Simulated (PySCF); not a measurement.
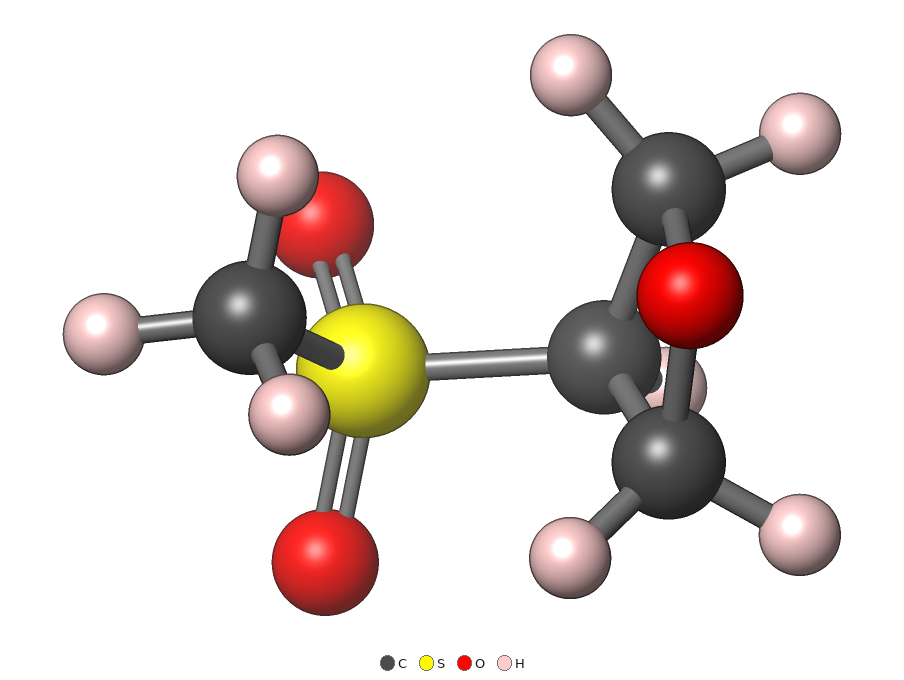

Ball-and-stick drawing of a structure. Multiple sticks mark multiple bonds (one Kekulé form).

The geometry was computed by an optimisation with PBE0-D3(BJ)/def2-SVP. No frequency run is at hand to confirm it as a minimum.

Which formula does it have?

Answer. C4H8O3S, 16 atoms: 4 carbon, 8 hydrogen, 3 oxygen and 1 sulfur.

Name functional groups in it.

Answer. Among them: ether, sulfone.

What is its SMILES?

Answer. CS(=O)(=O)C1COC1

More results for the same structure follow; atom numbers are the same in all pictures, views and colours differ.

**Geometry**

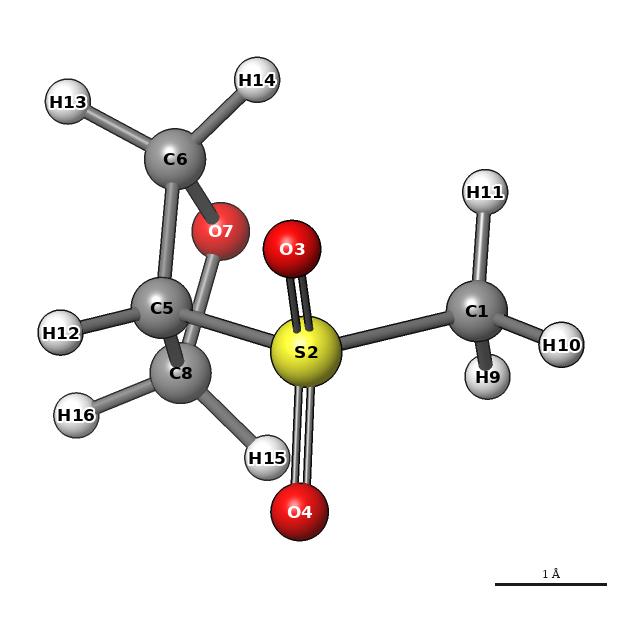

Atoms carry their numbers in the input. No frequency run is at hand to confirm it as a minimum.

List the bonds and their lengths.

```tsv
bond	length (Å)	order
C1–S2	1.787	single
C1–H9	1.096	single
C1–H10	1.098	single
C1–H11	1.096	single
S2–O3	1.460	double
S2–O4	1.460	double
S2–C5	1.795	single
C5–C6	1.527	single
C5–C8	1.527	single
C5–H12	1.100	single
C6–O7	1.426	single
C6–H13	1.105	single
C6–H14	1.103	single
O7–C8	1.427	single
C8–H15	1.103	single
C8–H16	1.104	single
```

**NMR shielding**

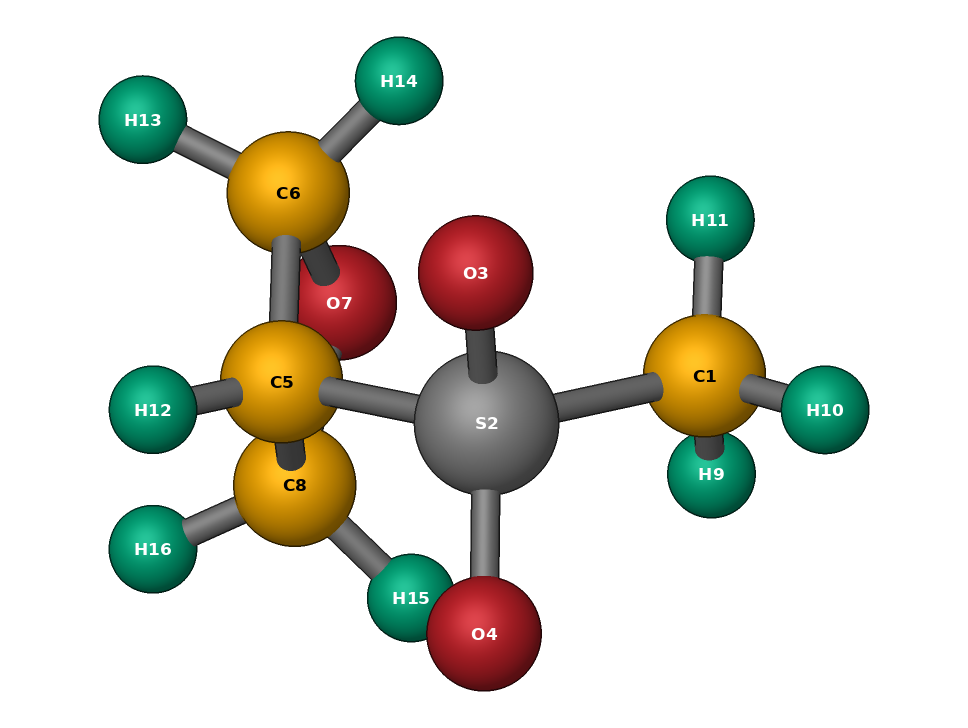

No frequency run is at hand to confirm it as a minimum. Properties computed with GIAO PBE0/pcSseg-1 NMR shielding, non-relativistic, IEF-PCM acetonitrile (PySCF 2.14.0). Principal shieldings σ11 ≤ σ22 ≤ σ33, span Ω = σ33 − σ11, skew κ = 3(σiso − σ22)/Ω.

Give the shielding tensors of the S atoms.

```tsv
atom	σ11	σ22	σ33	σiso	Ω	κ
S2	33.3	187.7	307.8	176.2	274.5	−0.12
```

Shieldings and span in ppm.

**Levels of theory compared**

No frequency run is at hand to confirm it as a minimum. Program: PySCF 2.14.0.

At this fixed geometry, give HOMO–LUMO gap (eV) at these levels: PBE0/def2-SVPD; PBE0/def2-SVPD in acetonitrile (IEF-PCM); PBE0/def2-SVPD in benzene (IEF-PCM); PBE0/pcSseg-1 in acetonitrile (IEF-PCM); PBE0/pcSseg-1 in benzene (IEF-PCM).

```tsv
level	HOMO–LUMO gap (eV)
PBE0/def2-SVPD	8.23
PBE0/def2-SVPD in acetonitrile (IEF-PCM)	8.23
PBE0/def2-SVPD in benzene (IEF-PCM)	8.29
PBE0/pcSseg-1 in acetonitrile (IEF-PCM)	8.93
PBE0/pcSseg-1 in benzene (IEF-PCM)	8.81
```

**Ring current**

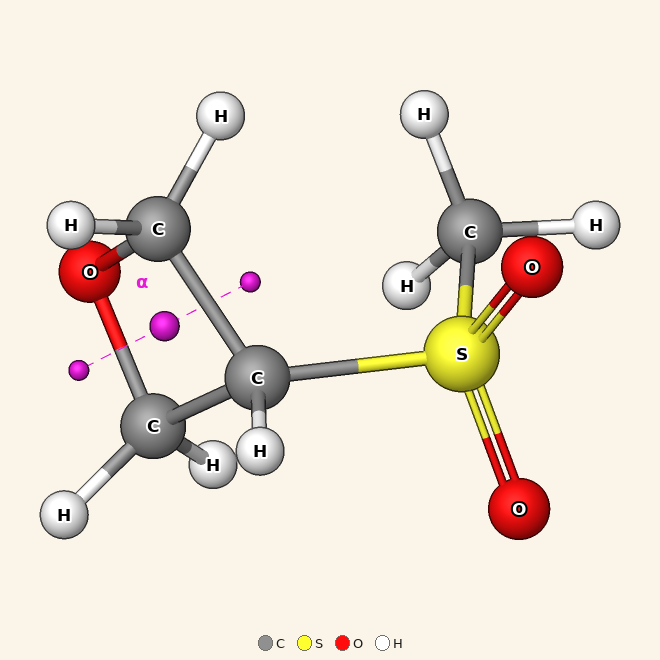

The small points mark where nucleus-independent chemical shifts (NICS) were computed: at the centre of each lettered ring and 1 Å above and below it. No frequency run is at hand to confirm it as a minimum. Properties computed with GIAO PBE0/pcSseg-1 NMR shielding, non-relativistic, IEF-PCM acetonitrile (PySCF 2.14.0).

Give NICS(0), NICS(1) and the out-of-plane component NICS(1)zz for each ring (means of the two sides).

| ring | members | NICS(0) | NICS(1) | NICS(1)zz |
| --- | --- | --- | --- | --- |
| α | C3O | 0.4 | 1.0 | 1.9 |

Values in ppm.
